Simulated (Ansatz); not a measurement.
# C7H4FNO: harmonic frequencies at the relaxed geometry

At which frequencies does C7H4FNO vibrate? A script is to give harmonic frequencies at the relaxed geometry; the system is C7H4FNO. SMILES: N=C1C=CC=C(F)C1=C=O.

All numbers are computed with Ansatz 0.2.0, driven from Python. Level of theory: B3LYP+D4/def2-SVP.

### Step 1. The system

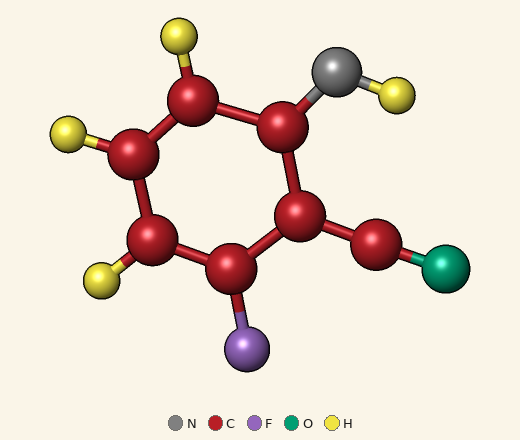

The starting structure, viewed from a chosen angle; nitrogen grey, carbon red, fluorine purple, oxygen teal, hydrogen yellow.

No structure file is read: the coordinates are typed or built in the script.

### Step 2. The code

Contents of c7h4fno_freq.py:

```python
"""Harmonic frequencies of C7H4FNO at its relaxed geometry."""

import itertools
import logging
import sys

import ansatz as az
from ase.data import atomic_numbers, covalent_radii
import numpy as np

logging.basicConfig(stream=sys.stdout, format="%(name)s: %(message)s")
log = logging.getLogger("c7h4fno")
log.setLevel(logging.INFO)

GEOMETRY = """
N    -1.17210   -2.10130   -0.33850
C    -0.44480   -1.04930   -0.14550
C     1.01640   -1.24540    0.08540
C     1.83090   -0.20100    0.29230
C     1.34310    1.15730    0.30300
C     0.04610    1.42130    0.10410
F    -0.37960    2.70190    0.11990
C    -0.91440    0.37020   -0.12770
C    -2.17010    0.63530   -0.31960
O    -3.31320    0.85020   -0.49600
H    -2.16260   -1.87610   -0.48870
H     1.37830   -2.26770    0.07650
H     2.89310   -0.35880    0.45920
H     2.04900    1.96350    0.47560
"""

geometry = az.Crystal.molecule()
for line in GEOMETRY.strip().splitlines():
    symbol, *xyz = line.split()
    geometry = geometry.atom(symbol, [float(v) for v in xyz])

base = geometry.calculation().basis(gaussian="def2-SVP").functional("B3LYP", dispersion="d4")
symbols = [site.symbol for site in geometry.cartesian_sites]
start = np.array([site.position_ang for site in geometry.cartesian_sites], dtype=float)
r = base.relax(force_tolerance=0.003).run(threads=1).report
end = np.array(r["positions_ang"])

# pairs closer than 1.2 times the sum of covalent radii, before or after
radius = [covalent_radii[atomic_numbers[s]] for s in symbols]
span = lambda where, i, j: np.linalg.norm(where[i] - where[j])
bonded = [(i, j) for i, j in itertools.combinations(range(len(symbols)), 2) if min(span(start, i, j), span(end, i, j)) < 1.2 * (radius[i] + radius[j])]
log.info("pair        before    after (A)")
for i, j in bonded:
    print(f"{symbols[i]}{i}-{symbols[j]}{j}".ljust(10), f"{span(start, i, j):8.4f} {span(end, i, j):8.4f}")

# frequencies need a stationary point, so they are taken at the relaxed geometry
minimum = az.Crystal.molecule()
for symbol, place in zip(symbols, end):
    minimum = minimum.atom(symbol, place.tolist())
vibrating = (
    minimum.calculation()
    .basis(gaussian="def2-SVP")
    .functional("B3LYP", dispersion="d4")
    .phonons(temperatures=(200, 600, 100))
)
vib = vibrating.run(threads=1).report["vibrations"]
sums = vib["harmonic_sums"]
modes = [m["omega_inv_cm"] for m in sums["modes_at_gamma"] if m["rigid_motion"] == "no"]
print("frequencies (1/cm):", " ".join(f"{w:.0f}" for w in modes))
print("imaginary modes:", sum(w < 0 for w in modes), " zero-point energy:", round(sums["zero_point_energy_ev"], 4), "eV")
log.info("T (K)   F_vib (eV)   S_vib (meV/K)   C_vib (meV/K)")
for row in zip(sums["temperatures_k"], sums["vibrational_free_energy_ev"], vib["entropy_ev_per_k"], vib["heat_capacity_ev_per_k"]):
    log.info(f"{row[0]:6.1f} {row[1]:11.4f} {1000 * row[2]:13.4f} {1000 * row[3]:15.4f}")
```

### Step 3. What the engine is handed

The engine receives this input (first run):

```yaml
crystal:
  periodic: [false, false, false]
  atoms:
    - { symbol: "N", position_ang: [-1.1721, -2.1013, -0.3385] }
    - { symbol: C, position_ang: [-0.4448, -1.0493, -0.1455] }
    - { symbol: C, position_ang: [1.0164, -1.2454, 0.0854] }
    - { symbol: C, position_ang: [1.8309, -0.201, 0.2923] }
    - { symbol: C, position_ang: [1.3431, 1.1573, 0.303] }
    - { symbol: C, position_ang: [0.0461, 1.4213, 0.1041] }
    - { symbol: F, position_ang: [-0.3796, 2.7019, 0.1199] }
    - { symbol: C, position_ang: [-0.9144, 0.3702, -0.1277] }
    - { symbol: C, position_ang: [-2.1701, 0.6353, -0.3196] }
    - { symbol: O, position_ang: [-3.3132, 0.8502, -0.496] }
    - { symbol: H, position_ang: [-2.1626, -1.8761, -0.4887] }
    - { symbol: H, position_ang: [1.3783, -2.2677, 0.0765] }
    - { symbol: H, position_ang: [2.8931, -0.3588, 0.4592] }
    - { symbol: H, position_ang: [2.049, 1.9635, 0.4756] }
basis:
  gaussian:
    orbitals: def2-SVP
hamiltonian:
  xc: b3lyp
  dispersion: d4
relax:
  f_tol: 0.003
```

### Step 4. Running it

On the command line:

```bash
python c7h4fno_freq.py
```

Without the output at hand: what should come out? Wanted: moves of the relaxation of run 1; energy gained in run 1; last largest force component of run 1; highest frequency; imaginary modes; zero-point energy.

As calculated:

| quantity | value |
| --- | --- |
| runs compared | 2 |
| moves of the relaxation of run 1 | 7 |
| energy gained in run 1 | 0.145 eV |
| last largest force component of run 1 | 0.0020 eV/Å |
| highest frequency | 3456 cm⁻¹ |
| imaginary modes | 0 |
| zero-point energy | 2.588 eV |

The dearest, run 2 (phonons), took some 6.8 times as long as run 1 (relaxation). Run 1: After 7 moves the largest shift is 0.075 Å, of atom 7 (F). All frequencies are real, so the geometry is a minimum. The values are harmonic; measured fundamentals also hold anharmonic shifts, mostly downward for stretches. The frequencies are harmonic and unscaled, in a modest basis. b3lyp holds the VWN-RPA fit, as in Gaussian; the form of ORCA and Turbomole is b3lyp5.
